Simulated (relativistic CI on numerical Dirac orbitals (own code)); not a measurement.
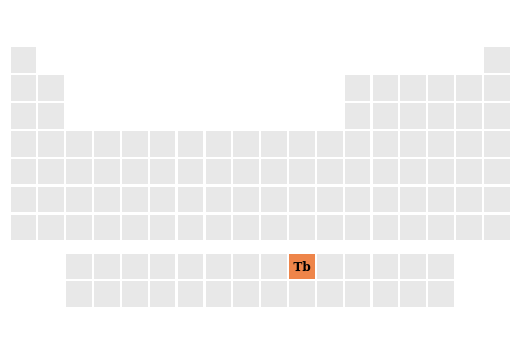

*The place of terbium in the periodic table.*

Run report: Tb, relativistic CI calculation

- system: Tb.
- method: Dirac-Coulomb-Breit CI, KLI orbitals optimised for each configuration, model QED (radiative potential, 1s self-energy scaled to tabulated hydrogen-like ionisation energies), valence Slater integrals scaled by 0.85, P86 correlation energy added to each configuration (relativistic CI on numerical Dirac orbitals, in-house)

**Input file**
```
atom Tb  Z=65  charge=0  electrons=65
nucleus A=159  rms_radius_fm=5.0600
hamiltonian dirac-coulomb  breit=on  qed=on  c_scale=1
orbitals kli  potential=per-configuration
slater_scale 0.85
correlation p86
mixing on
configurations
  [Xe] 4f9 6s2
end
```

The program writes its results to a structured record and prints no log; tables and figures of this report are taken from that record.

**Outcome**

| quantity | value |
| --- | --- |
| outcome | not converged |

**What went wrong**

The run did not meet its convergence test, so its last values are not results. To bear in mind: Fail('SCF of 1s2 2s2 2p6 3s2 3p6 3d10 4s2 4p6 4d10 4f10 5s2 5p6 7s ended with code -2').
